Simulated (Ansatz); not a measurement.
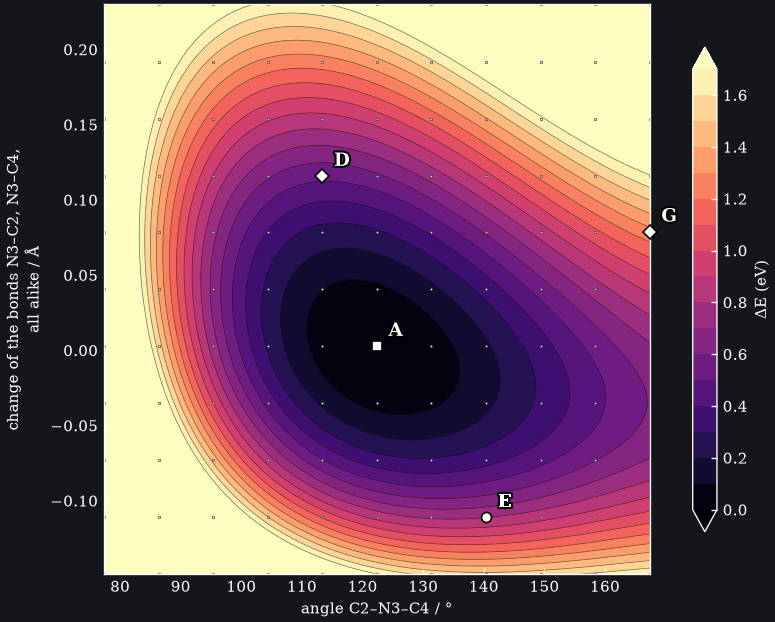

C4H7NO, SMILES CCN=C=CO. The first coordinate is: angle C2–N3–C4; the second: change of the bonds N3–C2, N3–C4, all alike. Nothing is relaxed (all other coordinates rigid). The scan uses an 11 × 11 grid. Points are written as (first, second). All energies are given in eV relative to the lowest grid point. Method: RKS PBE-D4/def2-SVP in Ansatz.

In the figure: filled contours, dots at the grid points, one colour for all values above the top of the scale, lettered points. Between grid points the surface is interpolated.

Question: What kind of point is each of A, D, E: minimum, saddle, maximum or slope?

Answer: A: minimum; D: on a slope; E: on a slope. (In these two coordinates alone; a stationary point may lie a little off the grid point.)

Question: Rank the lettered points by energy, lowest first.

Answer: A (0.00 eV), D (0.53 eV), E (0.80 eV), G (1.27 eV).
